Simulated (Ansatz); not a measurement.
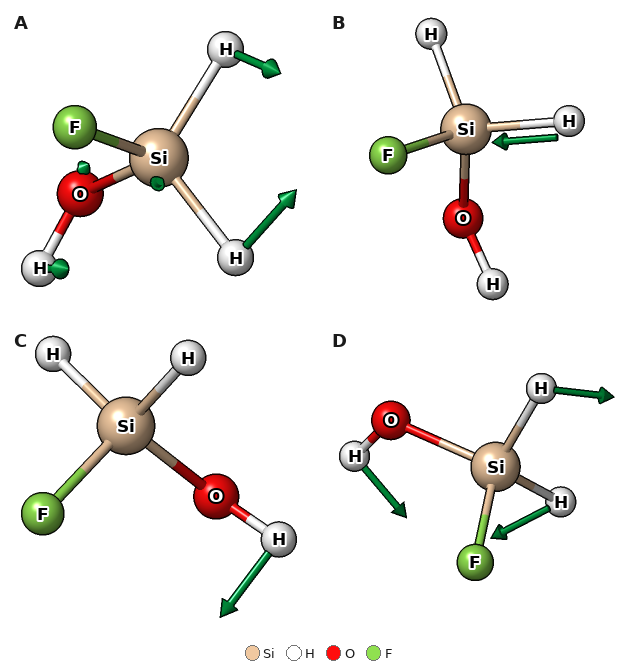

4 normal modes of one molecule or complex, as arrows. Harmonic vibrations computed with RKS PBE0-D4/def2-TZVP (Ansatz 0.2.0) at a stationary point of the same level.

**Match the panels to the wavenumbers 242 cm⁻¹, 645 cm⁻¹, 987 cm⁻¹, 2247 cm⁻¹.**

A: 987 cm⁻¹
B: 2247 cm⁻¹, Si–H stretching
C: 242 cm⁻¹, a torsion or out-of-plane motion in which bond lengths and bond angles hardly change
D: 645 cm⁻¹, angle bending
